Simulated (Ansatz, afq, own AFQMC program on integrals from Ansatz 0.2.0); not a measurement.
# AlH₂O (doublet): quantum Monte Carlo beside coupled cluster at distance Al1–O2 = 1.880 Å, cc-pVDZ

Aim: compute AlH₂O (doublet) with auxiliary-field quantum Monte Carlo on the same integrals as coupled cluster, and set the energies side by side.

Method: cc-pVDZ, frozen cores; program: Ansatz 0.2.0, Gaussian basis, and an in-house AFQMC program (afq) on its integrals; all values are calculated.

The runs, in order: PBE (unrestricted); r2SCAN (unrestricted); PBE0 (unrestricted); B3LYP (unrestricted); wB97M-V (unrestricted); B2PLYP (unrestricted); CCSD(T) on UHF; CCSDT(Q) on UHF; Phaseless AFQMC, CISD trial on UHF.

### Step 1. What is computed

The geometry derives from a PBE0/def2-TZVP stationary point (not a proven minimum). One bond is set to the value named and the two fragments are kept rigid.

4 atoms, charge 0, spin multiplicity 2.

Atoms are counted from 1 here; the program's logs count them from 0.

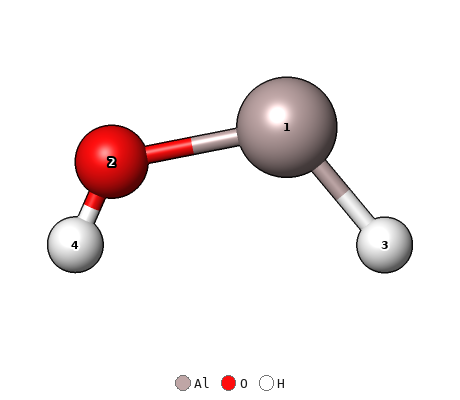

The structure; aluminium light grey, oxygen red, hydrogen white; atoms are numbered from 1 in the order of the file.

### Step 2. PBE (unrestricted)

Contents of in.yaml:

```yaml
crystal:
  periodic: [false, false, false]
  atoms:
    - {symbol: Al, position_ang: [0.000000, -0.082199, 0.702567]}
    - {symbol: O, position_ang: [0.000000, 0.005434, -1.175390]}
    - {symbol: H, position_ang: [0.000000, 1.298826, 1.535451]}
    - {symbol: H, position_ang: [0.000000, 0.815319, -1.685061]}
basis:
  gaussian: {orbitals: cc-pVDZ}
magnetization: {spin_polarized: true, initial_magnetization: 1}
hamiltonian: {xc: {name: PBE}}
output: {orbitals: {seedname: orbitals}}
```

On the command line:

```
> ansatz run in.yaml --threads 1 --pin off --events-out ev --progress --plain --max-ram 1382MiB
```

The log of the run:

```text
Functional definition: PBE
  name "PBE"
  cite "Perdew, Burke & Ernzerhof, Phys. Rev. Lett. 77, 3865 (1996) doi:10.1103/PhysRevLett.77.3865"
  parent pbe
  parameter kappa = 0.804
  parameter beta = 0.06672455060314922
  exchange = pbe_x(kappa = kappa, mu = beta*pi^2/3)
  correlation = pbe_c(beta = beta)
504 factors; their error is unknown
mean field evaluation 1: about -8663.1745 eV, gradient 4.2e1 eV
mean field evaluation 2: about -8545.7452 eV, gradient 1.3e2 eV
mean field evaluation 4: about -8669.6849 eV, gradient 6.9e0 eV
mean field evaluation 8: about -8670.1067 eV, gradient 6.8e-2 eV
mean field evaluation 16: about -8670.1068 eV, gradient 1.3e-5 eV
mean field -8670.10675963 eV, -318.6205466071 hartree, gradient 1.3e-5 eV, S^2 0.753059; 0 other end points of the search recorded, 0 dependent functions left out
reference -8670.10679364 eV, -318.6205478567 hartree; 12, 11 occupied and 30, 31 virtual orbitals, 504 factors
Total energy: -8670.10679364 eV, -318.6205478567 hartree
```

Run time: 0.72 s. Hardware: 1 thread of Arm Neoverse V2, shared host.

From the report: ⟨S²⟩ of the determinant 0.753 (pure doublet: 0.75).

### Step 3. r2SCAN (unrestricted)

in.yaml, as its differences from that of step 2:

```diff
@@ -10,3 +10,2 @@
 magnetization: {spin_polarized: true, initial_magnetization: 1}
-hamiltonian: {xc: {name: PBE}}
-output: {orbitals: {seedname: orbitals}}
+hamiltonian: {xc: {name: r2SCAN}}
```

Launched as before.

The log of the run:

```text
Functional definition: r2SCAN
  name "r2SCAN"
  cite "Furness, Kaplan, Ning, Perdew & Sun, J. Phys. Chem. Lett. 11, 8208 (2020) doi:10.1021/acs.jpclett.0c02405"
  cite "Furness, Kaplan, Ning, Perdew & Sun, J. Phys. Chem. Lett. 11, 9248 (2020) doi:10.1021/acs.jpclett.0c03077"
  parent r2scan
  parameter k0 = 0.174
  parameter k1 = 0.065
  parameter a1 = 4.9479
  exchange = r2scan_x(k0 = k0, k1 = k1, a1 = a1)
  correlation = r2scan_c
504 factors; their error is unknown
mean field evaluation 1: about -8668.4031 eV, gradient 3.9e1 eV
mean field evaluation 2: about -8572.2464 eV, gradient 1.2e2 eV
mean field evaluation 4: about -8674.2604 eV, gradient 3.7e0 eV
mean field evaluation 8: about -8674.3934 eV, gradient 5.3e-2 eV
mean field evaluation 16: about -8674.3624 eV, gradient 6.6e-5 eV
mean field -8674.36244168 eV, -318.7769400376 hartree, gradient 6.6e-5 eV, S^2 0.755157; 0 other end points of the search recorded, 0 dependent functions left out
reference -8674.36245569 eV, -318.7769405526 hartree; 12, 11 occupied and 30, 31 virtual orbitals, 504 factors
Total energy: -8674.36245569 eV, -318.7769405526 hartree
```

It took 1.9 s on 1 thread of Arm Neoverse V2, shared host.

From the report: ⟨S²⟩ of the determinant 0.755 (pure doublet: 0.75).

### Step 4. PBE0 (unrestricted)

in.yaml, as its differences from that of step 3:

```diff
@@ -10,2 +10,3 @@
 magnetization: {spin_polarized: true, initial_magnetization: 1}
-hamiltonian: {xc: {name: r2SCAN}}
+hamiltonian: {xc: {name: PBE0}}
+output: {orbitals: {seedname: orbitals}}
```

Launched as before.

The log of the run:

```text
Functional definition: PBE0
  name "PBE0"
  cite "Adamo & Barone, J. Chem. Phys. 110, 6158 (1999) doi:10.1063/1.478522"
  cite "Perdew, Burke & Ernzerhof, Phys. Rev. Lett. 77, 3865 (1996) doi:10.1103/PhysRevLett.77.3865"
  parent pbe
  parameter a = 0.25
  parameter kappa = 0.804
  parameter beta = 0.06672455060314922
  exchange = (1 - a)*pbe_x(kappa = kappa, mu = beta*pi^2/3) + a*exact_x
  correlation = pbe_c(beta = beta)
395 factors; integrals over basis functions are off by at most 1.4e-3 eV
mean field evaluation 1: about -8665.4059 eV, gradient 3.7e1 eV
mean field evaluation 2: about -8600.7912 eV, gradient 1.1e2 eV
mean field evaluation 4: about -8670.6541 eV, gradient 1.5e0 eV
mean field evaluation 8: about -8670.7355 eV, gradient 4.5e-2 eV
mean field evaluation 16: about -8670.7355 eV, gradient 3.3e-5 eV
mean field -8670.73552111 eV, -318.6436531652 hartree, gradient 3.3e-5 eV, S^2 0.753549; 0 other end points of the search recorded, 0 dependent functions left out
reference -8670.73554702 eV, -318.6436541175 hartree; 12, 11 occupied and 30, 31 virtual orbitals, 395 factors
Total energy: -8670.73554702 eV, -318.6436541175 hartree
```

Wall time 0.99 s (1 thread of Arm Neoverse V2, shared host).

From the report: ⟨S²⟩ of the determinant 0.754 (pure doublet: 0.75).

### Step 5. B3LYP (unrestricted)

in.yaml, as its differences from that of step 4:

```diff
@@ -10,3 +10,2 @@
 magnetization: {spin_polarized: true, initial_magnetization: 1}
-hamiltonian: {xc: {name: PBE0}}
-output: {orbitals: {seedname: orbitals}}
+hamiltonian: {xc: {name: B3LYP}}
```

Same command.

The log of the run, cut to the lines that bear on the results:

```text
Functional definition: B3LYP
  name "B3LYP"
  cite "Stephens, Devlin, Chabalowski & Frisch, J. Phys. Chem. 98, 11623 (1994) doi:10.1021/j100096a001"
  cite "Becke, Phys. Rev. A 38, 3098 (1988) doi:10.1103/PhysRevA.38.3098"
  cite "Lee, Yang & Parr, Phys. Rev. B 37, 785 (1988) doi:10.1103/PhysRevB.37.785"
  cite "Vosko, Wilk & Nusair, Can. J. Phys. 58, 1200 (1980) doi:10.1139/p80-159"
[...]
395 factors; integrals over basis functions are off by at most 1.4e-3 eV
[...]
mean field -8676.71151287 eV, -318.8632668118 hartree, gradient 2.0e-5 eV, S^2 0.753151; 0 other end points of the search recorded, 0 dependent functions left out
reference -8676.71170900 eV, -318.8632740194 hartree; 12, 11 occupied and 30, 31 virtual orbitals, 395 factors
Total energy: -8676.71170900 eV, -318.8632740194 hartree
```

It took 0.96 s on 1 thread of Arm Neoverse V2, shared host.

From the report: ⟨S²⟩ of the determinant 0.753 (pure doublet: 0.75).

### Step 6. wB97M-V (unrestricted)

in.yaml, as its differences from that of step 5:

```diff
@@ -10,2 +10,3 @@
 magnetization: {spin_polarized: true, initial_magnetization: 1}
-hamiltonian: {xc: {name: B3LYP}}
+hamiltonian: {xc: {name: wB97M-V}}
+output: {orbitals: {seedname: orbitals}}
```

Same command.

The log of the run, cut to the lines that bear on the results:

```text
Functional definition: wB97M-V
  name "wB97M-V"
  cite "Mardirossian & Head-Gordon, J. Chem. Phys. 144, 214110 (2016) doi:10.1063/1.4952647"
  cite "Becke, J. Chem. Phys. 107, 8554 (1997) doi:10.1063/1.475007"
  cite "Vydrov & Van Voorhis, J. Chem. Phys. 133, 244103 (2010) doi:10.1063/1.3521275"
  # Of w^i u^j: cxij and so on, Table III.
[...]
  gx(w, u) = 1 - cx + cx01*u + cx10*w
  gss(w, u) = css00 + css04*u^4 + css10*w + css20*w^2 + css43*w^4*u^3
  gos(w, u) = cos00 + cos10*w + (cos20 + cos21*u)*w^2 + (cos60 + cos61*u)*w^6
[...]
      + integral(e_c_pw_mod_opposite_spin*gos(b97_w_opposite, b97_u_opposite)) + vv10(b, c)
395 factors; integrals over basis functions are off by at most 1.4e-3 eV
131 factors; integrals over basis functions are off by at most 1.4e-5 eV
[...]
mean field -8674.82653242 eV, -318.7939950577 hartree, gradient 5.8e-5 eV, S^2 0.752136; 0 other end points of the search recorded, 0 dependent functions left out
reference -8674.82657158 eV, -318.7939964971 hartree; 12, 11 occupied and 30, 31 virtual orbitals, 395 factors
Total energy: -8674.82657158 eV, -318.7939964971 hartree
```

Wall time 4.5 s (1 thread of Arm Neoverse V2, shared host).

From the report: ⟨S²⟩ of the determinant 0.752 (pure doublet: 0.75).

### Step 7. B2PLYP (unrestricted)

in.yaml, as its differences from that of step 6:

```diff
@@ -10,3 +10,3 @@
 magnetization: {spin_polarized: true, initial_magnetization: 1}
-hamiltonian: {xc: {name: wB97M-V}}
-output: {orbitals: {seedname: orbitals}}
+hamiltonian: {xc: {name: B2PLYP}}
+correlation: {electrons: outside_noble_gas}
```

Same command.

The log of the run, cut to the lines that bear on the results:

```text
Functional definition: B2PLYP
  name "B2PLYP"
  cite "Grimme, J. Chem. Phys. 124, 034108 (2006) doi:10.1063/1.2148954"
  cite "Becke, Phys. Rev. A 38, 3098 (1988) doi:10.1103/PhysRevA.38.3098"
  cite "Lee, Yang & Parr, Phys. Rev. B 37, 785 (1988) doi:10.1103/PhysRevB.37.785"
[...]
395 factors; integrals over basis functions are off by at most 1.4e-3 eV
[...]
mean field -8668.86421815 eV, -318.5748840496 hartree, gradient 3.4e-6 eV, S^2 0.754986; 1 other end points of the search recorded, 0 dependent functions left out
6 core orbitals not correlated: weight in the atoms' cores, before any rotation towards them, 1.000 or more for the frozen orbitals, at most 0.000 for the correlated occupied ones
reference -8668.86434232 eV, -318.5748886128 hartree; 6, 5 occupied and 30, 31 virtual orbitals, 395 factors
second order -8.17185577 eV of doubles, -0.00000000 eV of singles
Total energy: -8671.07074337 eV, -318.6559723561 hartree
```

Wall time 1.4 s (1 thread of Arm Neoverse V2, shared host).

From the report: ⟨S²⟩ of the determinant 0.755 (pure doublet: 0.75).

### Step 8. CCSD(T) on UHF

in.yaml, as its differences from that of step 7:

```diff
@@ -10,3 +10,2 @@
 magnetization: {spin_polarized: true, initial_magnetization: 1}
-hamiltonian: {xc: {name: B2PLYP}}
-correlation: {electrons: outside_noble_gas}
+correlation: {method: ccsd_t, electrons: outside_noble_gas, hamiltonian_folder: ham}
```

Launched as before.

The log of the run, cut to the lines that bear on the results:

```text
Functional definition: HF
  name "HF"
  cite "Fock, Z. Phys. 61, 126 (1930) doi:10.1007/BF01340294"
  parent pbe
[...]
395 factors; integrals over basis functions are off by at most 1.4e-3 eV
[...]
mean field -8651.77092830 eV, -317.9467172339 hartree, gradient 1.5e-6 eV, S^2 0.756595; 1 other end points of the search recorded, 0 dependent functions left out
determinant -8651.77092830 eV, -317.9467172339 hartree, with singles and doubles -8658.78497343 eV, -318.2044786382 hartree
determinant -8648.83067606 eV, -317.8386649574 hartree, with singles and doubles -8655.90483768 eV, -318.0986356016 hartree
6 core orbitals not correlated: weight in the atoms' cores, before any rotation towards them, 1.000 or more for the frozen orbitals, at most 0.000 for the correlated occupied ones
reference -8651.77092830 eV, -317.9467172339 hartree; 6, 5 occupied and 30, 31 virtual orbitals, 395 factors
second order -6.59910994 eV of doubles, -0.00000000 eV of singles
cycle   1  -7.01463570 eV  change   -5.9e-4 eV  update   1.1e-3
[...]
cycle   9  -7.01491474 eV  change    2.5e-6 eV  update   1.1e-6
perturbative correction -0.15717726 eV, -0.0057761577 hartree
Total energy: -8658.94302029 eV, -318.2102867535 hartree
```

Wall time 1.2 s (1 thread of Arm Neoverse V2, shared host).

From the report: ⟨S²⟩ of the determinant 0.757 (pure doublet: 0.75); correlation -7.1721 eV; T1 0.021; largest double amplitude 0.04.

This run also writes the integrals to the folder ham.

### Step 9. CCSDT(Q) on UHF

in.yaml, as its differences from that of step 8:

```diff
@@ -10,2 +10,2 @@
 magnetization: {spin_polarized: true, initial_magnetization: 1}
-correlation: {method: ccsd_t, electrons: outside_noble_gas, hamiltonian_folder: ham}
+correlation: {method: ccsdt_q, electrons: outside_noble_gas}
```

Same command.

The log of the run, cut to the lines that bear on the results:

```text
Functional definition: HF
  name "HF"
  cite "Fock, Z. Phys. 61, 126 (1930) doi:10.1007/BF01340294"
  parent pbe
[...]
752 factors; integrals over basis functions are off by at most 2.2e-7 eV
[...]
mean field -8651.77101598 eV, -317.9467204561 hartree, gradient 1.5e-6 eV, S^2 0.756595; 1 other end points of the search recorded, 0 dependent functions left out
determinant -8651.77101598 eV, -317.9467204561 hartree, with singles and doubles -8658.78506492 eV, -318.2044820005 hartree
determinant -8648.83078907 eV, -317.8386691103 hartree, with singles and doubles -8655.90494918 eV, -318.0986396992 hartree
6 core orbitals not correlated: weight in the atoms' cores, before any rotation towards them, 1.000 or more for the frozen orbitals, at most 0.000 for the correlated occupied ones
reference -8651.77101598 eV, -317.9467204561 hartree; 6, 5 occupied and 30, 31 virtual orbitals, 752 factors
second order -6.59914543 eV of doubles, -0.00000000 eV of singles
cycle   1  -6.72686264 eV  change   -1.3e-1 eV  update   8.8e-2
[...]
cycle  18  -7.18872584 eV  change    8.4e-7 eV  update   1.0e-6
perturbative correction -0.02216543 eV, -0.0008145646 hartree
Total energy: -8658.98190725 eV, -318.2117158225 hartree
```

Run time: 16 s. Hardware: 1 thread of Arm Neoverse V2, shared host; peak memory 0.33 GiB.

From the report: ⟨S²⟩ of the determinant 0.757 (pure doublet: 0.75); correlation -7.2109 eV; T1 0.022; largest double amplitude 0.04.

### Step 10. Phaseless AFQMC, CISD trial on UHF

It reads the integrals that the CCSD(T) run on this determinant wrote.

On the command line:

```
> afq ham --method phaseless --trial cisd --walkers 60 --populations 1 --least-time 40 --time-step 0.005 --steps-per-block 50 --equilibration-blocks 28 --max-blocks 300 --target-error 0.0004 --factor-cut 1e-05 --start spin_pure --seed 6640 --release-times 0.24,0.51,0.99,1.62,2.4 --release-step 0.03 --release-every 4 --taylor-order 6
```

The log of the run:

```text
orbitals 36  electrons 6 5  factors 264 of 395
reference energy -317.94671723 Eh
CCSD correlation -0.25779333 Eh in 14 cycles, weight of the determinant in the CISD state 0.9035
energy of the start -318.204335 Eh
 block  time / (1/Eh)  mean weight  energy / Eh
     1     0.250  0.9998  -318.201236
     2     0.500  0.9990  -318.203871
     3     0.750  1.0018  -318.209271
     4     1.000  1.0023  -318.216086
     5     1.250  1.0022  -318.215132
     6     1.500  0.9933  -318.213974
     7     1.750  1.0006  -318.205257
     8     2.000  0.9977  -318.211868
     9     2.250  0.9969  -318.211014
    10     2.500  1.0013  -318.206658
    17     4.250  1.0019  -318.211976
    25     6.250  1.0013  -318.213114
    33     8.250  1.0024  -318.208974
    41    10.250  0.9987  -318.205731
    49    12.250  0.9977  -318.210464
    57    14.250  1.0000  -318.215081
    65    16.250  1.0007  -318.208440
    73    18.250  0.9996  -318.209377
    81    20.250  0.9981  -318.218149
    89    22.250  1.0022  -318.216413
    97    24.250  0.9983  -318.212394
   105    26.250  0.9988  -318.203450
   113    28.250  0.9981  -318.256690
   121    30.250  1.0011  -318.210033
   129    32.250  1.0017  -318.209642
   137    34.250  1.0003  -318.204874
   145    36.250  1.0014  -318.208308
   153    38.250  0.9995  -318.221371
   161    40.250  1.0013  -318.210954
   169    42.250  1.0017  -318.207170
   177    44.250  1.0021  -318.206558
   185    46.250  1.0010  -318.205909
   193    48.250  0.9989  -318.209763
   201    50.250  1.0008  -318.216499
   209    52.250  0.9979  -318.207734
   217    54.250  1.0016  -318.214063
   225    56.250  1.0024  -318.224661
   233    58.250  1.0016  -318.209589
   241    60.250  1.0021  -318.207722
   249    62.250  1.0014  -318.209561
   257    64.250  1.0000  -318.219416
   265    66.250  1.0021  -318.213971
   273    68.250  0.9977  -318.212076
   281    70.250  1.0006  -318.209502
   289    72.250  0.9986  -318.204802
   297    74.250  1.0013  -318.206915
   305    76.250  1.0001  -318.214107
   313    78.250  0.9984  -318.232210
   321    80.250  0.9978  -318.215388
blocks merged  error / Eh  count
     1  0.000352  300
     2  0.000409  150
     4  0.000466  75
     8  0.000540  37
    16  0.000531  18
    32  0.000568  9
released: time / (1/Eh)  energy / Eh  error  mean overlap
  0.24  -318.212017  0.000594  0.9845
  0.51  -318.211794  0.000535  0.9830
  0.99  -318.210956  0.000458  0.9857
  1.62  -318.210785  0.000595  1.0203
  2.40  -318.212892  0.000813  0.9969
energy -318.211404 +/- 0.000540 Eh
```

Wall time 5.7 min (1 thread of Arm Neoverse V2, shared host).

Energy -8658.9734 ± 0.0147 eV. Caveats: constraint bias not in the error.

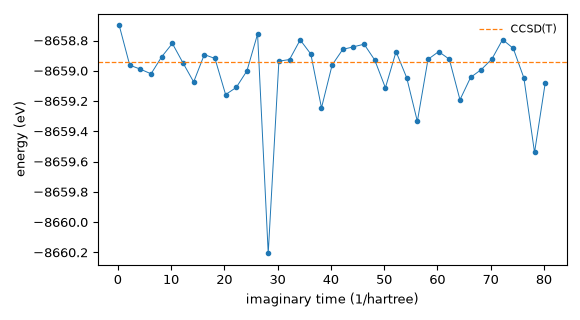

Block energies along the walk.

### Step 11. AFQMC on the ladder

On the UHF determinant, counted from CCSDT(Q) (a yardstick, not exact):

| level | energy (eV) | from CCSDT(Q) (kcal/mol) | statistical error (kcal/mol) | time |
| --- | --- | --- | --- | --- |
| HF | -8651.7709 | +166.29 |  |  |
| MP2 | -8658.3700 | +14.11 |  |  |
| CCSD | -8658.7858 | +4.52 |  |  |
| CCSD(T) | -8658.9430 | +0.90 |  |  |
| CCSDT(Q) | -8658.9819 | 0.00 |  |  |
| Phaseless AFQMC, CISD trial, step 0.005, 60 walkers | -8658.9734 | +0.20 | 0.34 | 5.7 min |

The functionals' totals stand on their own zeros and serve differences with other points: PBE -8670.107 eV; r2SCAN -8674.362 eV; PBE0 -8670.736 eV; B3LYP -8676.712 eV; wB97M-V -8674.827 eV; B2PLYP -8671.071 eV.

### Step 12. Outcome

```
                                        quantity                  value
                    CCSD(T) on UHF from CCSDT(Q)         +0.90 kcal/mol
Phaseless AFQMC, CISD trial on UHF from CCSDT(Q)  +0.20 ± 0.34 kcal/mol
```

What this shows: On UHF the phaseless walk with the CISD trial lies +0.20 kcal/mol from CCSDT(Q), within three error bars. Error bars are statistical and leave out the constraint, the time step and what remains of the start.
